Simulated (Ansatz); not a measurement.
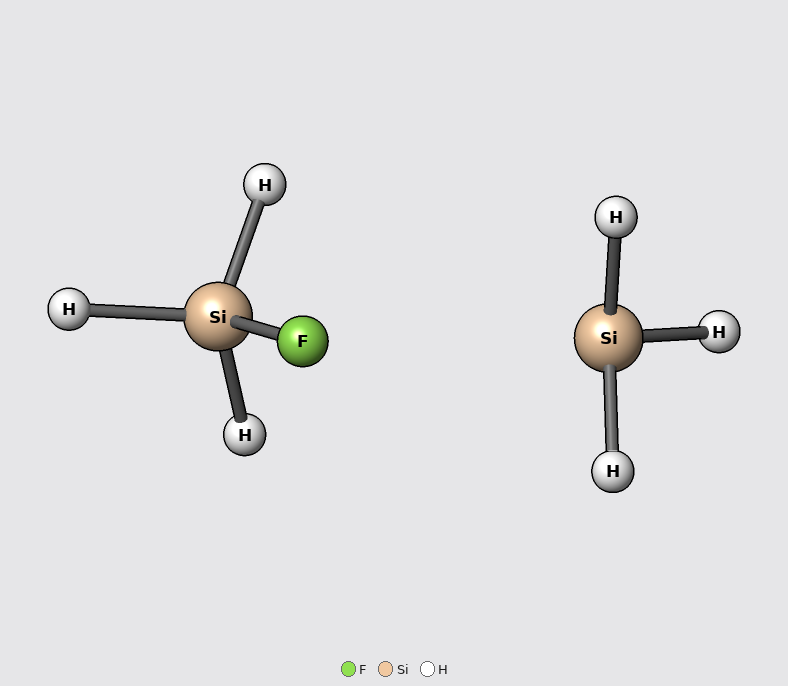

Charge 0, doublet. Harmonic vibrations computed with UKS PBE0-D4/def2-TZVP (Ansatz 0.2.0) at a stationary point of the same level.

### Is this a minimum or a saddle point?

A minimum: no imaginary frequency, and the lowest mode lies at 30 cm⁻¹.

### How many vibrational modes are there, and where do they lie?

21 modes: 30, 47, 60, 91, 127, 130, 713, 716, 749, 870, 924, 928, 946, 958, 980, 2206, 2242, 2248, 2250, 2256, 2260 cm⁻¹.
